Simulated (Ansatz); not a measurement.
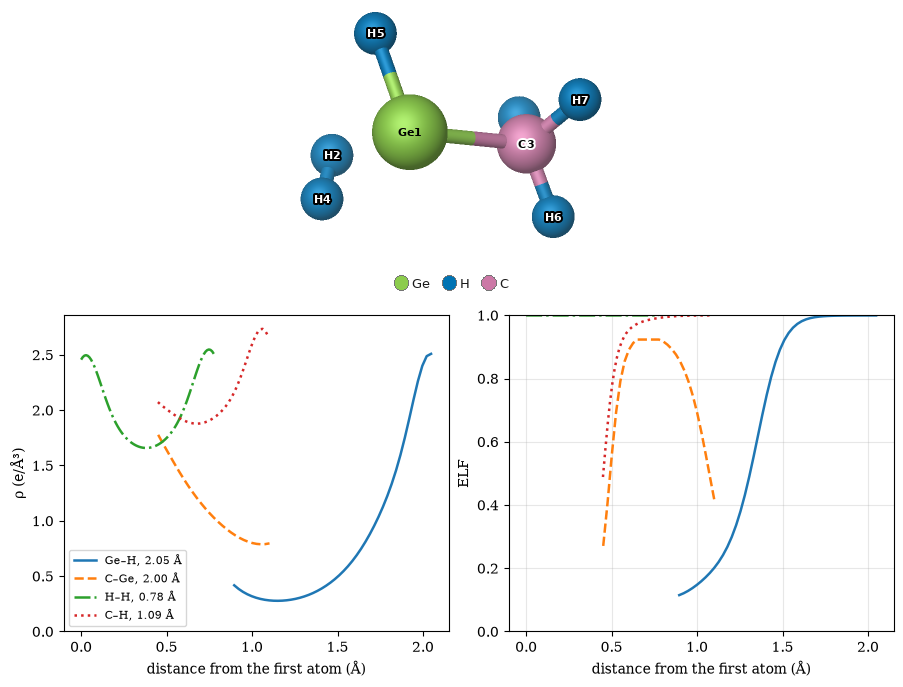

The picture shows: CH4Ge···H2. Total electron density and ELF along straight lines between neighbouring atoms. The curves leave out the atomic cores. The structure is drawn too.

The product side of a reaction path; geometry: PBE0-D4/def2-TZVP.

All numbers below come from Ansatz 0.2.0, RKS PBE0-D4/def2-TZVPP.

```xyz
8

Ge   -0.9969    0.7594    0.1073
H    -1.1334   -1.2764    0.6905
C     0.9509    0.3949   -0.1912
H    -1.2898   -0.8594    1.3262
H    -1.5120   -0.1371   -1.1080
H     1.5407    0.6400    0.6931
H     1.2479    1.0899   -0.9861
H     1.1925   -0.6113   -0.5318
```

What can be read from the curves?

Answer. Ge1···H4 (2.05 Å): the density falls to about 0.28 e/Å³ on the way; the ELF climbs to about 1 towards the hydrogen.
C–Ge (2.00 Å): the density is about 0.8 e/Å³ at the midpoint; the ELF peaks at about 0.90 in the valence shell of C, 0.7 Å from its nucleus, and is about 0.70 at the midpoint.
H–H (0.78 Å): ρ is about 1.7 e/Å³ halfway; the ELF peaks at about 1 between the atoms.
C–H (1.09 Å): the density is about 2 e/Å³ at the midpoint; the ELF climbs to about 1 towards the hydrogen: a covalent bond by its length.
